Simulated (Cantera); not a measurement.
Feed: 1 mol Mg(OH)2, 0.078 mol H2O, held at 0.0133 bar.

Method: chemical equilibrium by Gibbs-energy minimisation in Cantera with the NASA 1993 tables (ideal gas, pure condensed phases). Candidate condensed phases: H2O, Mg, MgO, Mg(OH)2; 15 gas species. Equilibrium is a limit: real reactors are often held back by kinetics, nucleation or transport.

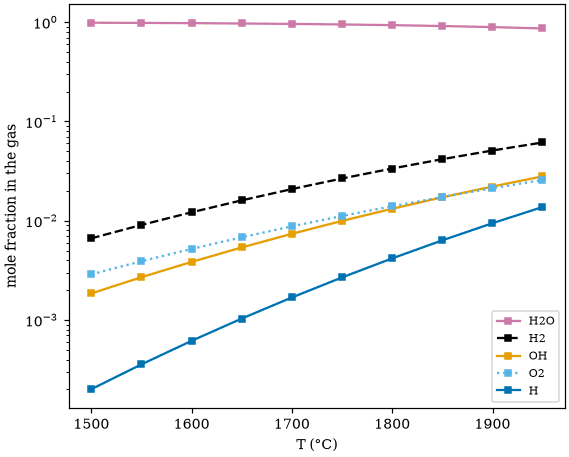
*Equilibrium gas composition (values under 1e-9 drawn at 1e-9)*

Read off the mole fractions at 1750 °C.

H2O about 0.95, H2 about 0.027, O2 about 0.011, OH about 0.0100, H about 0.0027.
